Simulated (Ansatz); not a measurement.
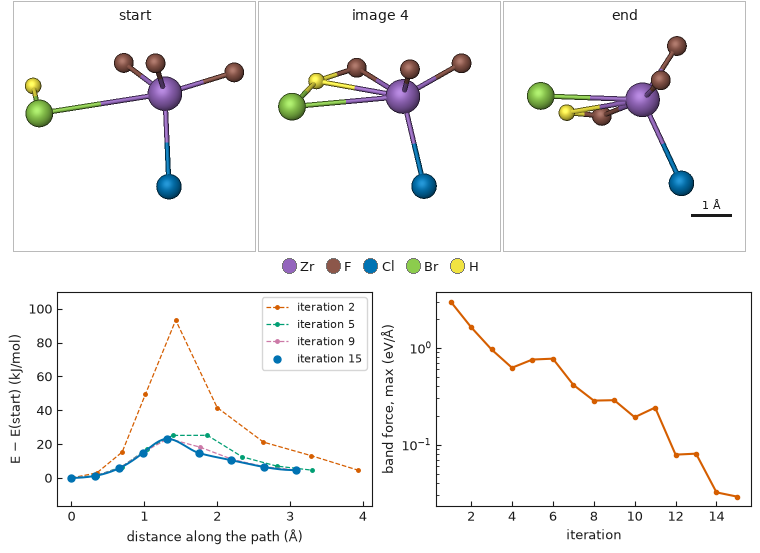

A nudged-elastic-band calculation for ZrHBrClF3. Images are numbered from 0 (start) to 8 (end). The plot follows the band through its iterations. A ball-and-stick model, seen at a tilt.

Computed with Ansatz, RKS PBE/def2-SVP. Settings: 7 movable images; climbing image; force threshold 0.03 eV/Å; iteration limit 60; starting path through a guess of the saddle point.

How did the profile develop, and is the result final?

The result is final at these settings. The band converged in 15 iterations. The largest component of the band force went from 3 to 0.029 eV/Å. The climbing image converged on the top of the path. Its vibrational analysis gives one imaginary mode (251i cm⁻¹), as a transition state must have. The first iteration put the highest image at 226.7 kJ/mol. The highest point, image 4, lies 23.1 kJ/mol above the start and 18.5 kJ/mol above the end; the end is at +4.6 kJ/mol relative to the start.
